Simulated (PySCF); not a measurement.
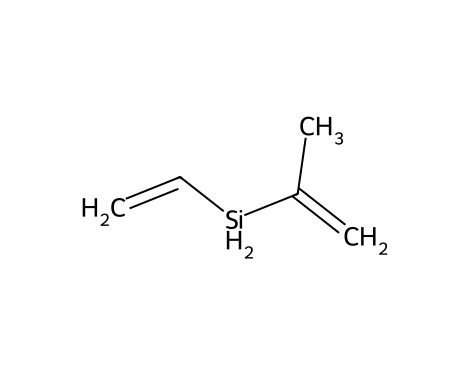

The geometry was computed by an optimisation with PBE0-D3(BJ)/def2-SVP. No frequency run is at hand to confirm it as a minimum. Properties computed with LC-wPBE/def2-SVPD, gas phase (PySCF 2.14.0). Excitations: vertical, linear response.

Predict the main results.

The species is C5H10Si (`C=C[SiH2]C(=C)C`).
- dipole moment: 0.82 D
- HOMO energy (Kohn–Sham orbital): −10.18 eV
- LUMO energy (Kohn–Sham orbital): 1.68 eV
- HOMO–LUMO gap: 11.86 eV
- mean static polarisability: 87.6 bohr³
- lowest vertical singlet excitation: 6.64 eV
- its oscillator strength: 0.067
- brightest of the 10 lowest singlets: 7.14 eV
- its oscillator strength: 0.68
